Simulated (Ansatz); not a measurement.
```json
{"atom": "Al", "x (Å)": "-0.0088", "y (Å)": "0.2320", "z (Å)": "-0.1482"}
{"atom": "H", "x (Å)": "0.0185", "y (Å)": "0.1188", "z (Å)": "1.4088"}
{"atom": "Cl", "x (Å)": "1.8059", "y (Å)": "0.4133", "z (Å)": "-1.1658"}
{"atom": "Cl", "x (Å)": "-1.8157", "y (Å)": "0.2825", "z (Å)": "-1.1886"}
{"atom": "Cl", "x (Å)": "-0.0414", "y (Å)": "-2.7956", "z (Å)": "1.4676"}
{"atom": "H", "x (Å)": "0.1904", "y (Å)": "-1.6318", "z (Å)": "2.0541"}
```

Not at a stationary point (largest force 1.9 eV/Å).

Method: RHF/6-31G* (Ansatz).

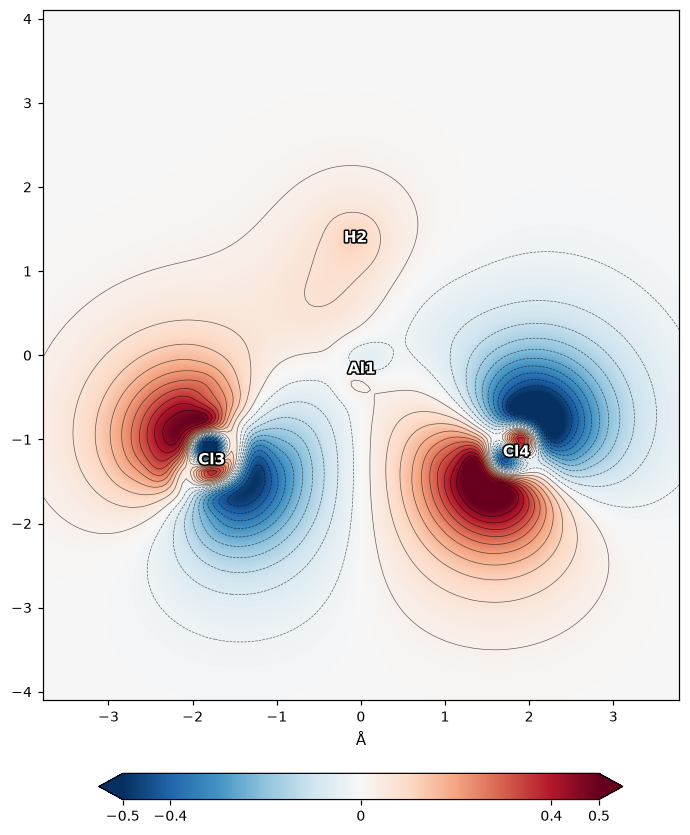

AlCl₂H···HCl. The HOMO−1 on the plane of atoms H2, Al1 and Cl3 (values in Å⁻³ᐟ²; the overall sign is arbitrary).

Where does this orbital lie, and at what energy?

Its weight (Hirshfeld) is mainly on Cl4 (about 55 %) and Cl3 (about 35 %). Its energy is −12.77 eV.
